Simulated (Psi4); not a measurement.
**UPBE0/6-311G(d,p) (sweep point 6) run of [BPH4]− (SMILES [BH2-]P)**

Aim: the energy change on altering one bond length of [BPH4]− at UPBE0/6-311G** (sweep point 6), from 2 runs. 

The results are computed with Psi4 1.11.

## (1) The structure to begin with

The species is [BPH4]− (6 atoms), meant as a doublet with charge -1. As SMILES, `[BH2-]P`. Geometry: relaxed at GFN2-xTB.

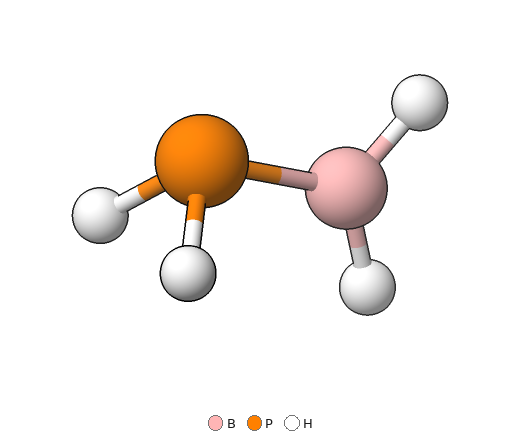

Viewed from a chosen angle; boron pink, phosphorus orange, hydrogen white.

## (2) The energy at UPBE0/6-311G(d,p) (sweep point 6)

The input, job.dat:

```
memory 1600 MB

molecule mol {
  -1 2
  B      0.058330    -0.904490    -0.063420
  P      0.594500     0.859390    -0.069700
  H     -1.074820    -1.226640     0.137320
  H      0.887520    -1.733390    -0.266300
  H     -0.421990     1.553630    -0.816460
  H     -0.043540     1.451500     1.078550
  units angstrom
  symmetry c1
}

set {
  basis 6-311G**
  reference uks
  puream true
  scf_type pk
  dft_radial_points 99
  dft_spherical_points 590
  maxiter 150
}

result = energy('pbe0')
```

Command:

```bash
$ psi4 -i job.dat -o job.out -n 1
```

job.out:

```text
[...]
  Running in c1 symmetry.
[...]
  Nuclear repulsion =   46.180807373407774
[...]
  Multiplicity = 2
[...]
  Nalpha       = 13
  Nbeta        = 12
[...]
    Number of basis functions: 68
[...]
   @UKS iter   1:  -368.16358617059649   -2.34664e-01   9.43927e-03 DIIS/ADIIS
[...]
   @UKS iter   9:  -368.41506008044735   -2.82654e-08   4.80472e-07 DIIS
[...]
   @S^2 Observed:                7.546862522E-01
[...]
    Orbital Energies [Eh]
    ---------------------
    Alpha Occupied:
       1A    -76.974354     2A     -6.520597     3A     -6.378663
       4A     -4.515405     5A     -4.514048     6A     -4.510034
       7A     -0.447894     8A     -0.281058     9A     -0.178054
      10A     -0.159422    11A     -0.119582    12A     -0.042793
      13A      0.046922
    Alpha Virtual:
      14A      0.227217    15A      0.234317    16A      0.240805
      17A      0.287801    18A      0.310796    19A      0.338385
      20A      0.377064    21A      0.410063    22A      0.450723
      23A      0.482619    24A      0.490663    25A      0.550270
[...]
  @UKS Final Energy:  -368.41506008044735
   => Energetics <=
    Nuclear Repulsion Energy =             46.1808073734077738
    One-Electron Energy =                -604.5640192708283394
    Two-Electron Energy =                 211.7659673146042394
    DFT Exchange-Correlation Energy =     -21.7978154976310137
    Empirical Dispersion Energy =           0.0000000000000000
    VV10 Nonlocal Energy =                  0.0000000000000000
    Total Energy =                       -368.4150600804472901
[...]
 Multipole Moments:
 ------------------------------------------------------------------------------------
     Multipole            Electronic (a.u.)      Nuclear  (a.u.)        Total (a.u.)
 ------------------------------------------------------------------------------------
 L = 1.  Multiply by 2.5417464519 to convert [e a0] to [Debye]
 Dipole X            :          2.0381524           -1.9647676            0.0733848
 Dipole Y            :          1.5480142           -0.5670128            0.9810015
 Dipole Z            :         -0.3190420            0.3604188            0.0413768
 Magnitude           :                                                    0.9846122
[...]
```

It took 11 s on 1 thread of Intel Xeon Platinum 8488C (Sapphire Rapids), shared host; peak memory 0.82 GiB.

## (3) The distorted shape

The input, job.dat:

```
memory 1600 MB

molecule {
  -1 2
  B     -0.356261    -0.490044     0.038019
  P      0.179909     1.273836     0.031739
  H     -1.489411    -0.812194     0.238759
  H      0.887520    -1.733390    -0.266300
  H     -0.836581     1.968076    -0.715021
  H     -0.458131     1.865946     1.179989
  symmetry c1
}

set basis 6-311G**
set reference uks
set puream true
set scf_type pk
set dft_radial_points 99
set dft_spherical_points 590
set maxiter 150

energy_value, wavefunction = energy('pbe0', return_wfn=True)
```

Command:

```bash
$ psi4 -n 1 job.dat job.out
```

job.out:

```text
[...]
  Running in c1 symmetry.
[...]
  Nuclear repulsion =   44.873264460099001
[...]
  Multiplicity = 2
[...]
  Nalpha       = 13
  Nbeta        = 12
[...]
    Number of basis functions: 68
[...]
   @UKS iter   1:  -368.12268577968177   -2.87330e-01   9.10280e-03 ADIIS/DIIS
[...]
   @UKS iter  10:  -368.36102942078492   -7.00560e-08   5.82297e-07 DIIS
[...]
   @S^2 Observed:                7.604986978E-01
[...]
    Orbital Energies [Eh]
    ---------------------
    Alpha Occupied:
       1A    -76.989734     2A     -6.579655     3A     -6.393901
       4A     -4.530571     5A     -4.529277     6A     -4.525342
       7A     -0.462582     8A     -0.275789     9A     -0.191816
      10A     -0.175341    11A     -0.082671    12A     -0.053147
      13A      0.031097
    Alpha Virtual:
      14A      0.201041    15A      0.225248    16A      0.226223
      17A      0.240609    18A      0.289045    19A      0.329628
      20A      0.362161    21A      0.411350    22A      0.437592
      23A      0.479356    24A      0.487285    25A      0.535840
[...]
  @UKS Final Energy:  -368.36102942078492
   => Energetics <=
    Nuclear Repulsion Energy =             44.8732644600990014
    One-Electron Energy =                -601.5879298658392145
    Two-Electron Energy =                 210.0663006711195635
    DFT Exchange-Correlation Energy =     -21.7126646861642669
    Empirical Dispersion Energy =           0.0000000000000000
    VV10 Nonlocal Energy =                  0.0000000000000000
    Total Energy =                       -368.3610294207849165
[...]
 Multipole Moments:
 ------------------------------------------------------------------------------------
     Multipole            Electronic (a.u.)      Nuclear  (a.u.)        Total (a.u.)
 ------------------------------------------------------------------------------------
 L = 1.  Multiply by 2.5417464519 to convert [e a0] to [Debye]
 Dipole X            :          1.2627882           -1.5931376           -0.3303494
 Dipole Y            :          2.5204026           -0.9385128            1.5818898
 Dipole Z            :         -0.1185193            0.2694912            0.1509719
 Magnitude           :                                                    1.6230523
[...]
```

Run time: 12 s. Hardware: 1 thread of Intel Xeon Platinum 8488C (Sapphire Rapids), shared host; peak memory 0.81 GiB.

## (4) Results

Level: UPBE0/6-311G** (sweep point 6).

| quantity | value |
| --- | --- |
| first shape: total energy | -368.41506 Eh |
| first shape: HOMO energy (highest over α and β) | 1.28 eV |
| first shape: LUMO energy (lowest over α and β) | 4.56 eV |
| first shape: ⟨S²⟩ | 0.755 |
| distorted shape: total energy | -368.36103 Eh |
| distorted shape: HOMO energy (highest over α and β) | 0.85 eV |
| distorted shape: LUMO energy (lowest over α and β) | 4.27 eV |
| distorted shape: ⟨S²⟩ | 0.760 |
| energy change with the B1–H4 bond stretched from 1.190 to 1.785 Å | 1.470 eV |

In words: With the B1–H4 bond stretched from 1.190 to 1.785 Å the energy rises by 1.47 eV (34 kcal/mol). The first shape isn't relaxed at this level, so the change isn't measured from a minimum. The HOMO (first shape) lies at positive energy, 1.28 eV; only total energies tell whether the electron is bound. The HOMO (distorted shape) lies at positive energy, 0.85 eV; only total energies tell whether the electron is bound.
